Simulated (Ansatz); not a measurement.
# CH4FNOSi (SMILES OC(F)=N[SiH3]): what the fields show

Input

```
crystal:
  periodic: [false, false, false]
  atoms:
    - {symbol: O, position_ang: [-1.699013, 1.438153, 1.020917]}
    - {symbol: C, position_ang: [-0.711861, 0.588319, 0.776762]}
    - {symbol: F, position_ang: [-0.268486, 0.147383, 1.949274]}
    - {symbol: N, position_ang: [-0.276710, 0.260208, -0.337522]}
    - {symbol: Si, position_ang: [0.991867, -0.825921, -0.777312]}
    - {symbol: H, position_ang: [-2.010476, 1.749508, 0.162008]}
    - {symbol: H, position_ang: [1.996273, -0.059029, -1.555110]}
    - {symbol: H, position_ang: [0.407018, -1.879169, -1.643603]}
    - {symbol: H, position_ang: [1.659789, -1.465850, 0.387487]}
basis:
  gaussian: {orbitals: def2-TZVPP}
hamiltonian: {xc: pbe0, dispersion: d4}
output: {orbitals: {seedname: orbitals}}
```

Launched as:

```sh
ansatz run in.yaml --threads 2 --pin off --events-out ev --progress --plain --max-ram 4352MiB
```

Geometry: PBE0-D4/def2-TZVP.

All numbers below come from Ansatz 0.2.0, RKS PBE0-D4/def2-TZVPP.

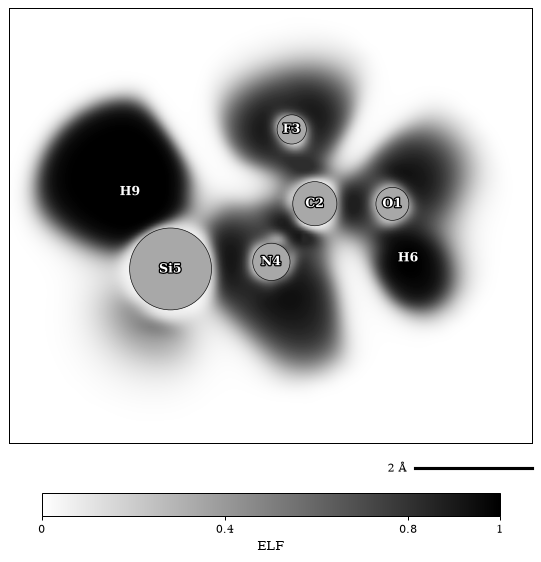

Figure 1. Electron localisation function on the plane of atoms F3, C2 and N4. Grey discs cover the atomic cores.

**What does the map show?**

- Atoms in the plane: O, C, F, N, Si and H.
- C–N (1.24 Å): the ELF peaks at about 0.90 between the atoms; a multiple bond.
- C–O (1.33 Å): the ELF peaks at about 0.90 between the atoms; a polar covalent bond.
- C–F (1.33 Å): the ELF peaks at about 0.80 between the atoms; a polar covalent bond.
- Si–N (1.73 Å): the ELF peaks at about 0.90 between the atoms (a shared but strongly polarised pair).
- O–H (0.97 Å): the ELF climbs to about 1 towards the hydrogen, as it does in any bond to H; a covalent bond by its length.
- The ELF also peaks beside N4, O1 and F3, away from the bonds: lone-pair regions.

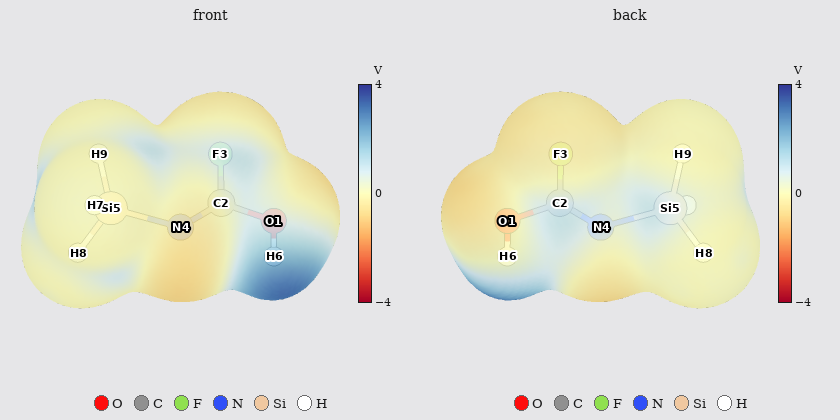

Figure 2. The electrostatic potential painted on the density surface at 0.002 e/bohr³, seen from the front and from behind; red is negative and blue positive.

**Which sites attract a positive test charge, and which a negative one?**

A positive charge is drawn to the negative regions and a negative charge to the positive ones. The most negative region (about −0.8 V) lies over O1 and N4, the most positive (about +3.2 V) over H6.

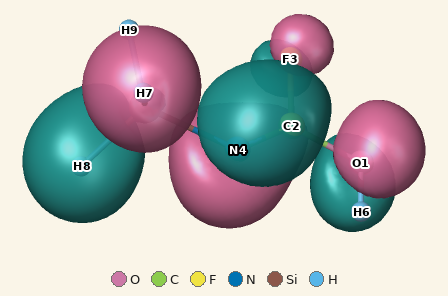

Figure 3. The HOMO−1 at ±0.08 Å⁻³ᐟ² (teal and pink are the two phases), seen at a tilt.

**What is the character of this orbital?**

It lies mainly on N4 (about 35 %), O1 (about 15 %), Si5 (about 15 %), C2 (about 15 %), H8 (about 10 %) and H7 (about 10 %). Its energy is −8.50 eV.

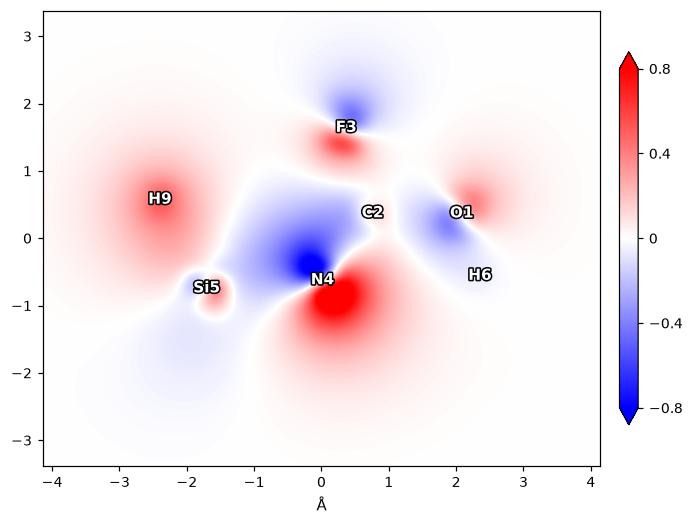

Figure 4. The HOMO on the plane of atoms N4, Si5 and H9 (values in Å⁻³ᐟ²; the overall sign is arbitrary).

**Describe this orbital and give its energy.**

By Hirshfeld shares it lies mainly on N4 (about 55 %), Si5 (about 15 %), H9 (about 10 %) and C2 (about 10 %). Its energy is −8.24 eV.
